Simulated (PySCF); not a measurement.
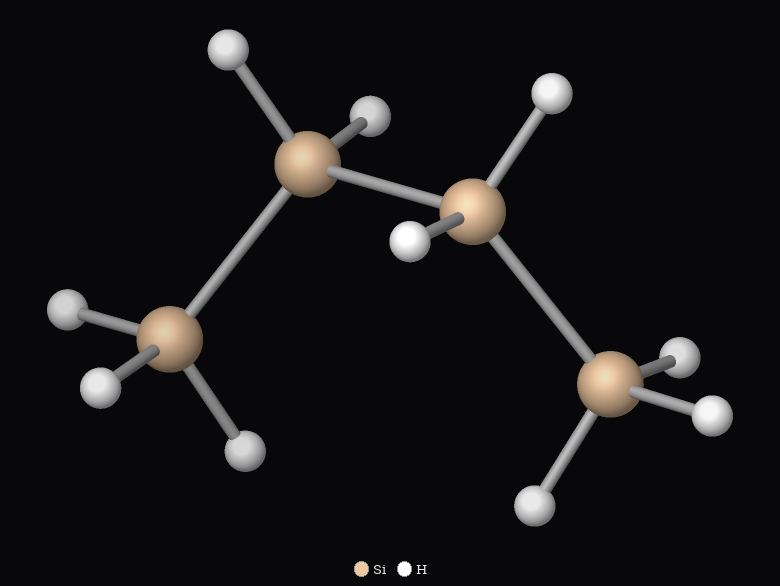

The geometry was computed by an optimisation with GFN2-xTB. No frequency run is at hand to confirm it as a minimum. Properties computed with PBE0/pcSseg-1, gas phase (PySCF 2.14.0).

Estimate the dipole moment.

Answer. 0.19 D.

Estimate the LUMO energy (Kohn–Sham orbital).

Answer. −0.49 eV.

Estimate the HOMO energy (Kohn–Sham orbital).

Answer. −8.33 eV.

The geometry is semi-empirical. Around Si such bond lengths and angles can be off by a tenth of an ångström or more and by several degrees, and values that hang on the shape move with them.
